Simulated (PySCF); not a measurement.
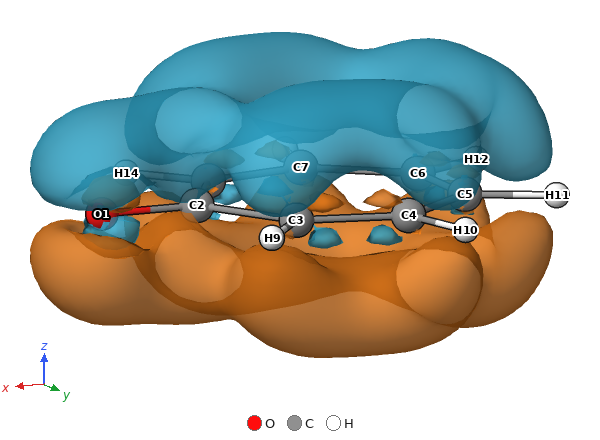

Figure. C7H6O, SMILES `O=C1C=CC=CC=C1`. Change of the electron density in a uniform field of 0.10 V/Å, surfaces at ±0.0004 e/Å³ (light blue: gain, orange: loss).

Level of theory: CAM-B3LYP/6-31+G* (PySCF), at a geometry from GFN2-xTB. No frequency check shows the geometry to be a minimum. The basis has diffuse s and p functions alone, which still leaves polarisabilities too small, most of all across bonds.

Along which Cartesian direction does the field point?

Answer. Along −z: electrons gather on the +z side, against the field.

What dipole is induced, and what polarisability does it imply?

Answer. The induced dipole is 0.23 D (along the field); α along this axis, from the fields in both directions, is 45 bohr³ (6.6 Å³).

Which atoms gain and lose the most charge?

Answer. Hardly any: no atom's Hirshfeld charge changes by as much as 0.002 e. The density shifts from one side of each atom to the other; 0.022 electrons are displaced in all.
